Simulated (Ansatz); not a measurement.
# Zn21Mg27O48: the cost of one run

Method: density functional theory in Ansatz 0.2.0, PAW datasets, plane waves.

## 1. Starting point

96 atoms (21 Zn, 27 Mg, 48 O); a = 9.811 Å, b = 11.328 Å, c = 10.217 Å, α = 90.00°, β = 90.00°, γ = 90.00°. All atoms were shaken off their sites by about 0.02 Å along each axis.

Plan of the steps: (2) PBEsol cell relaxation at the single k point (¼, ¼, ¼), on 1 × NVIDIA H100 80GB HBM3 with 4 threads of AMD EPYC 7R13; (3) HSE06 single point at the Γ point alone, on 1 × NVIDIA H100 80GB HBM3 with 4 threads of AMD EPYC 7R13.

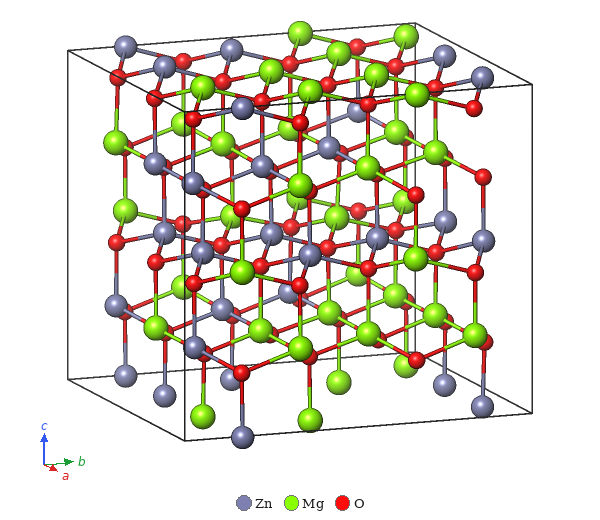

The starting cell, seen slightly off an axis (zinc blue, magnesium green, oxygen red). Atoms on faces are repeated.

## 2. PBEsol relaxation of the cell and the positions

File in.yaml:

```yaml
crystal:
  lattice:
    - [9.810758, 0.000000, 0.000000]
    - [0.000000, 11.328487, 0.000000]
    - [0.000000, 0.000000, 10.216578]
  atoms:
    - { symbol: Zn, position: [0.163538, 0.084112, 0.247744] }
    - { symbol: Zn, position: [0.503592, 0.082166, 0.743118] }
    - { symbol: Zn, position: [0.333892, 0.332513, 0.247394] }
    - { symbol: Zn, position: [0.168944, 0.581469, 0.248579] }
    - { symbol: Zn, position: [0.005214, 0.834815, 0.746757] }
    - { symbol: Zn, position: [0.832827, 0.084705, 0.245544] }
    - { symbol: Zn, position: [0.831880, 0.080377, 0.744780] }
    - { symbol: Zn, position: [0.667878, 0.335356, 0.744225] }
    - { symbol: Zn, position: [0.497052, 0.584350, 0.748027] }
    - { symbol: Zn, position: [0.000545, 0.166441, 0.996765] }
    - { symbol: Zn, position: [0.334121, 0.166032, 0.493502] }
    - { symbol: Zn, position: [0.332633, 0.166979, 0.998143] }
    - { symbol: Zn, position: [0.162287, 0.417147, 0.996093] }
    - { symbol: Zn, position: [0.665168, 0.164703, 0.494916] }
    - { symbol: Zn, position: [0.502747, 0.417824, 0.500030] }
    - { symbol: Zn, position: [0.836238, 0.416204, 0.498926] }
    - { symbol: Zn, position: [0.665016, 0.667341, 0.496754] }
    - { symbol: Zn, position: [0.501636, 0.918311, 0.496139] }
    - { symbol: Zn, position: [0.501451, 0.915857, 0.999476] }
    - { symbol: Zn, position: [0.832656, 0.916562, 0.499658] }
    - { symbol: Zn, position: [0.835809, 0.912375, 0.996460] }
    - { symbol: Mg, position: [0.162871, 0.083406, 0.743355] }
    - { symbol: Mg, position: [0.997162, 0.334401, 0.252315] }
    - { symbol: Mg, position: [0.997168, 0.333706, 0.748034] }
    - { symbol: Mg, position: [0.501465, 0.084889, 0.243251] }
    - { symbol: Mg, position: [0.331757, 0.335042, 0.750238] }
    - { symbol: Mg, position: [0.167116, 0.584388, 0.745518] }
    - { symbol: Mg, position: [0.996361, 0.836910, 0.250086] }
    - { symbol: Mg, position: [0.664710, 0.331381, 0.245042] }
    - { symbol: Mg, position: [0.502026, 0.584108, 0.247434] }
    - { symbol: Mg, position: [0.334106, 0.830537, 0.247548] }
    - { symbol: Mg, position: [0.336695, 0.833029, 0.744878] }
    - { symbol: Mg, position: [0.835325, 0.584515, 0.245900] }
    - { symbol: Mg, position: [0.833635, 0.582741, 0.749730] }
    - { symbol: Mg, position: [0.667510, 0.833081, 0.249932] }
    - { symbol: Mg, position: [0.665860, 0.835064, 0.744674] }
    - { symbol: Mg, position: [0.997343, 0.166807, 0.497995] }
    - { symbol: Mg, position: [0.165443, 0.419149, 0.492712] }
    - { symbol: Mg, position: [0.001038, 0.664885, 0.498146] }
    - { symbol: Mg, position: [0.999129, 0.669407, 0.995640] }
    - { symbol: Mg, position: [0.666394, 0.164411, 0.997934] }
    - { symbol: Mg, position: [0.501972, 0.416883, 0.995672] }
    - { symbol: Mg, position: [0.335331, 0.661479, 0.498621] }
    - { symbol: Mg, position: [0.332604, 0.668387, 0.997023] }
    - { symbol: Mg, position: [0.165574, 0.915101, 0.495453] }
    - { symbol: Mg, position: [0.168989, 0.917248, 0.997022] }
    - { symbol: Mg, position: [0.834965, 0.416850, 0.996641] }
    - { symbol: Mg, position: [0.664985, 0.664873, 0.993587] }
    - { symbol: O, position: [0.999286, 0.164006, 0.192501] }
    - { symbol: O, position: [0.000861, 0.164243, 0.691479] }
    - { symbol: O, position: [0.333016, 0.168782, 0.190485] }
    - { symbol: O, position: [0.332067, 0.164223, 0.693784] }
    - { symbol: O, position: [0.167363, 0.417708, 0.191068] }
    - { symbol: O, position: [0.167656, 0.414816, 0.690209] }
    - { symbol: O, position: [0.999813, 0.667663, 0.189017] }
    - { symbol: O, position: [0.000672, 0.665379, 0.691734] }
    - { symbol: O, position: [0.668377, 0.167655, 0.189627] }
    - { symbol: O, position: [0.669669, 0.163520, 0.687526] }
    - { symbol: O, position: [0.499405, 0.414387, 0.195050] }
    - { symbol: O, position: [0.496194, 0.415425, 0.691310] }
    - { symbol: O, position: [0.332008, 0.668415, 0.191077] }
    - { symbol: O, position: [0.332189, 0.671436, 0.693128] }
    - { symbol: O, position: [0.167652, 0.917216, 0.191562] }
    - { symbol: O, position: [0.165322, 0.915896, 0.689765] }
    - { symbol: O, position: [0.831657, 0.415068, 0.190261] }
    - { symbol: O, position: [0.832546, 0.414340, 0.693185] }
    - { symbol: O, position: [0.666035, 0.669099, 0.189519] }
    - { symbol: O, position: [0.667559, 0.664101, 0.694638] }
    - { symbol: O, position: [0.502897, 0.917071, 0.193487] }
    - { symbol: O, position: [0.503289, 0.915970, 0.689820] }
    - { symbol: O, position: [0.834145, 0.919047, 0.192780] }
    - { symbol: O, position: [0.830459, 0.916020, 0.693420] }
    - { symbol: O, position: [0.167351, 0.084026, 0.440259] }
    - { symbol: O, position: [0.168499, 0.087578, 0.941593] }
    - { symbol: O, position: [0.997680, 0.332065, 0.444092] }
    - { symbol: O, position: [0.000614, 0.332293, 0.938933] }
    - { symbol: O, position: [0.501780, 0.084424, 0.442815] }
    - { symbol: O, position: [0.499249, 0.081930, 0.940939] }
    - { symbol: O, position: [0.333629, 0.330313, 0.442078] }
    - { symbol: O, position: [0.337434, 0.333117, 0.939900] }
    - { symbol: O, position: [0.168676, 0.586486, 0.445142] }
    - { symbol: O, position: [0.164925, 0.584541, 0.940310] }
    - { symbol: O, position: [0.000371, 0.836605, 0.441629] }
    - { symbol: O, position: [0.000988, 0.832512, 0.940951] }
    - { symbol: O, position: [0.830811, 0.083983, 0.440038] }
    - { symbol: O, position: [0.832851, 0.080589, 0.940685] }
    - { symbol: O, position: [0.665856, 0.330991, 0.440547] }
    - { symbol: O, position: [0.667987, 0.334098, 0.941307] }
    - { symbol: O, position: [0.496266, 0.581194, 0.443774] }
    - { symbol: O, position: [0.498555, 0.581102, 0.939411] }
    - { symbol: O, position: [0.331982, 0.832601, 0.445436] }
    - { symbol: O, position: [0.331603, 0.832707, 0.943021] }
    - { symbol: O, position: [0.835272, 0.584431, 0.444472] }
    - { symbol: O, position: [0.832335, 0.584338, 0.943402] }
    - { symbol: O, position: [0.666020, 0.836145, 0.440366] }
    - { symbol: O, position: [0.666636, 0.833407, 0.940943] }
  symmetry: { detect: false }
kpoints:
  mp_grid: { grid: [1, 1, 1], shift: [0.25, 0.25, 0.25] }
hamiltonian:
  xc: pbesol
scf:
  occupations: { method: fermi_dirac, width: 0.01 }
relax:
  f_tol: 0.03
  max_steps: 80
  escape_saddle: false
  adjacent_minimum: "off"
  cell: { fix: [alpha, beta, gamma] }
output:
  forces: true
  eigenvalues: true
  populations: true
  write_density: true
  write_potential: true
  elf: true
  volumetric_format: npy
```

Run with:

```sh
> ansatz run in.yaml --threads 4 --pin off --max-ram 42750MiB --runs-dir r --events-out ev --progress --plain --backend cuda --devices 0, --max-vram 37GiB
```

Q: Estimate wall time and peak memory on 1 × NVIDIA H100 80GB HBM3 with 4 threads of AMD EPYC 7R13, shared host.

About 24 s, with a peak of 1.6 GiB on the host.
